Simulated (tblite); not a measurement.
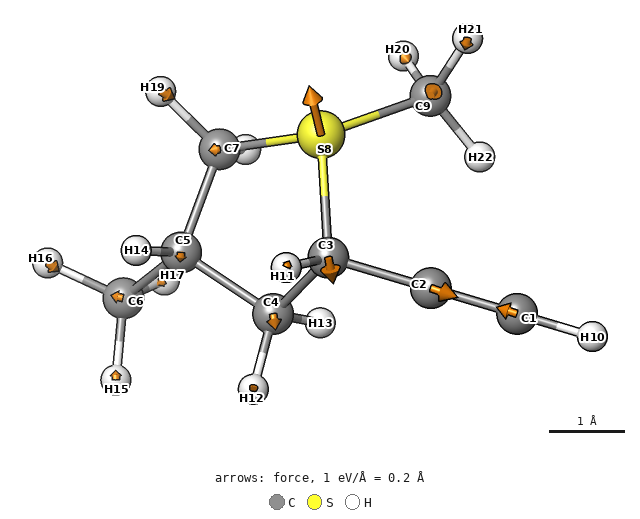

Starting geometry of C8H13S (charge +1) with the computed forces as orange arrows. A ball-and-stick model, seen at a tilt.

Method: tblite, GFN2-xTB geometry optimisation, gas phase. 

Is this structure relaxed? If not, where do the atoms go?

Answer. It isn't relaxed: the largest force vector, on the S atom, is 3.89 eV/Å. The final displacements have little in common with the starting forces (cosine between the two patterns 0.22). The largest moves after the best rigid fit, 0.83 Å, are those of H atoms. Largest moves by element: H 0.83 Å, S 0.27 Å, C 0.17 Å. Among the contacts that change: C–S 1.768 → 1.879 Å, C–H 1.126 → 1.088 Å, C–S 1.770 → 1.808 Å, C–S 1.805 → 1.830 Å. Bond angles that change, for instance: C–S–C 113.5° → 101.3°, S–C–H 112.8° → 103.7°, C–S–C 110.2° → 101.4°. Groups turn about C–S by about 40°. Over 100 geometry steps the energy falls by 0.772 eV. The run took 1.1 s on 1 thread of Intel(R) Xeon(R) Processor @ 2.70GHz, with other jobs on the host.
